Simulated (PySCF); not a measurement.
## Electronic structure of C3H6F4Si in real space

Input file:

```
{"job": {"kind": "nmr", "xc": "PBE0", "basis": "pcSseg-1"}, "charge": 0, "multiplicity": 1}
C      0.150113     1.251595    -0.896749
C     -0.183160     0.294705     0.235413
F     -0.963322     0.970765     1.173221
Si    -1.171716    -1.284345    -0.291802
C      1.088026    -0.110084     0.958778
F      0.851787    -0.915654     2.003599
F      1.810676     0.916965     1.422355
F      1.896115    -0.799235     0.129945
H      0.777074     0.748888    -1.628150
H     -0.769815     1.574656    -1.376868
H      0.673913     2.128931    -0.517888
H     -1.470267    -2.027679     0.924323
H     -0.322137    -2.010468    -1.231154
H     -2.367966    -0.739513    -0.927189
```

Launched as:

```sh
OMP_NUM_THREADS=1 python probes_run.py task.json out
```

Geometry: GFN2-xTB.

The calculation used PBE0/pcSseg-1, SCF density, gas phase, non-relativistic (PySCF 2.14.0).

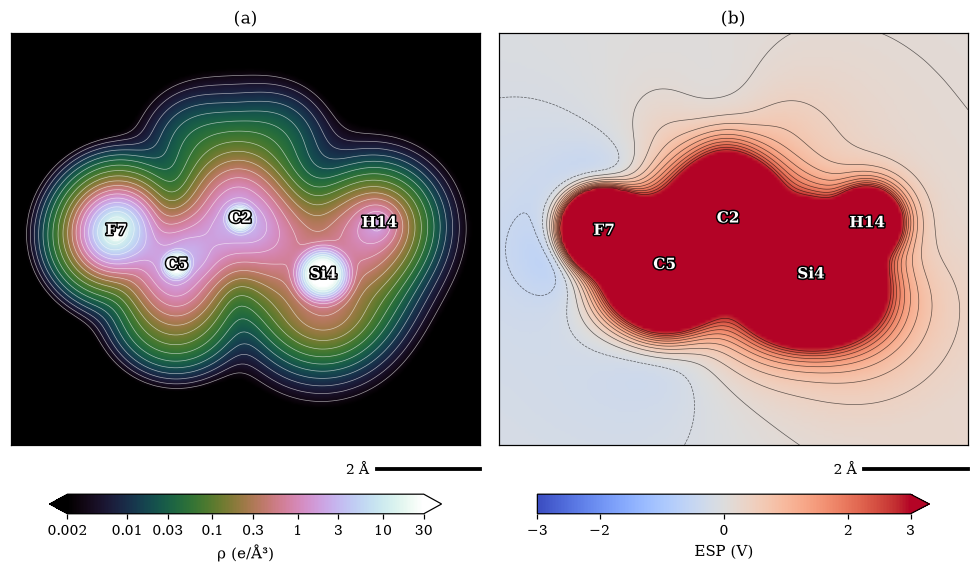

Figure 1. (a) electron density; (b) electrostatic potential on the plane of atoms C2, C5 and F7.

> What does the map show?

The section cuts through C, Si, F and H sites.
C–F (1.34 Å): ρ is about 2.4 e/Å³ halfway.
C–C (1.52 Å): ρ at the midpoint is about 1.8 e/Å³.
C–Si (1.94 Å): ρ is about 0.9 e/Å³ halfway.
Si–H (1.46 Å): ρ at the midpoint is about 0.82 e/Å³.
Outside the dense part of the molecule the potential is most negative (−0.6 V) near F7.

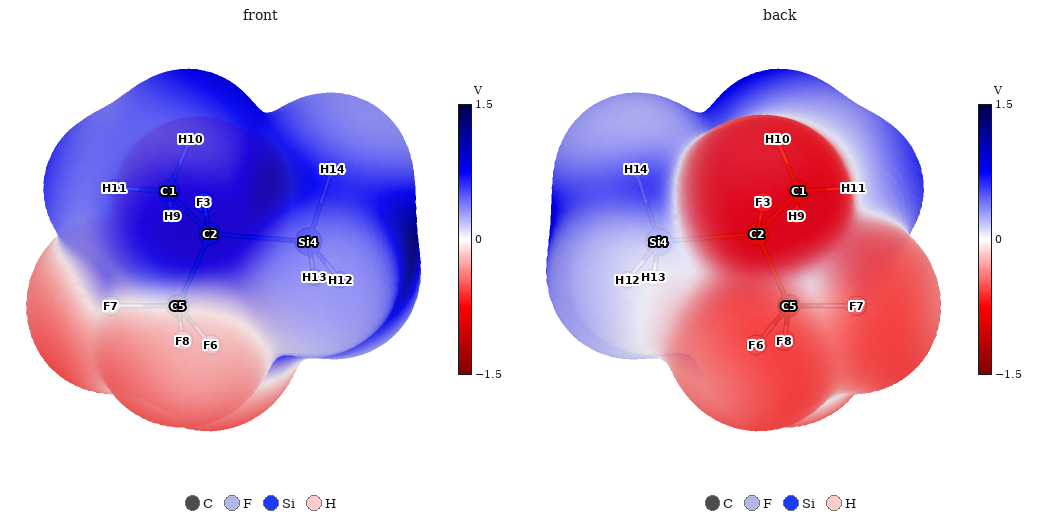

Figure 2. The molecular electrostatic potential painted on the density surface at 0.001 e/bohr³, seen from the front and from behind; the colour scale runs from red (negative) to blue (positive).

> Which sites attract a positive test charge, and which a negative one?

A positive charge is drawn to the negative regions and a negative charge to the positive ones. The most negative region (about −0.8 V, or −18 kcal/mol for a unit charge) lies over F3, the most positive (about +1.3 V, or +30 kcal/mol for a unit charge) over Si4.
